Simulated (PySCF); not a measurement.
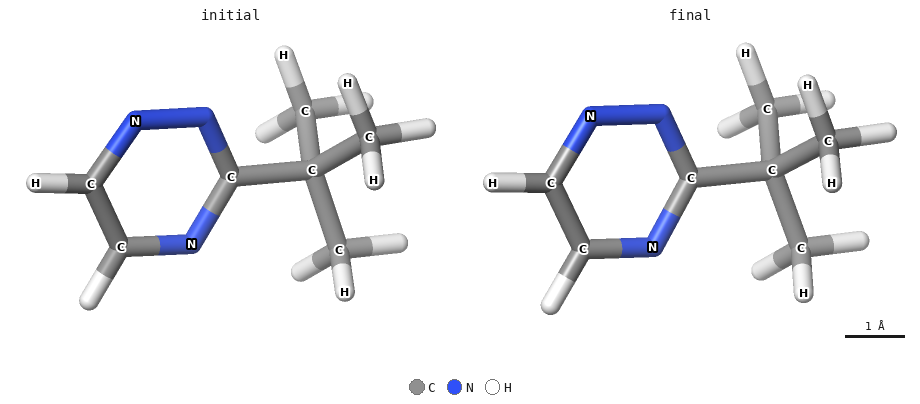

The structure of C7H11N3 before (left) and after (right) a relaxation, at one scale.

Style: stick. Shown at a tilt.

The start comes from GFN2-xTB. Its atoms were then displaced at random by about 0.01 Å.

These are results of PySCF 2.14.0, density-fitted response routines, PBE0-D3(BJ)/def2-SVP geometry optimisation, gas phase, not measurements. 

What changed between the two?

The largest move after the best rigid fit is that of an H atom, 0.26 Å. By element the largest moves are H 0.26 Å, N 0.17 Å, C 0.12 Å. Near-neighbour distances that change, for instance: C–H 1.050 → 1.094 Å, C–H 1.138 → 1.101 Å, C–H 1.072 → 1.101 Å, C–N 1.315 → 1.339 Å. Bond angles that change, for instance: N–C–H 115.0° → 117.9°, H–C–H 110.2° → 107.3°, C–C–H 124.3° → 121.6°. After 8 geometry steps the energy has fallen by 5.42 kcal/mol. The run took 3.3 min on 1 thread of Intel(R) Xeon(R) Platinum 8488C (shared host).
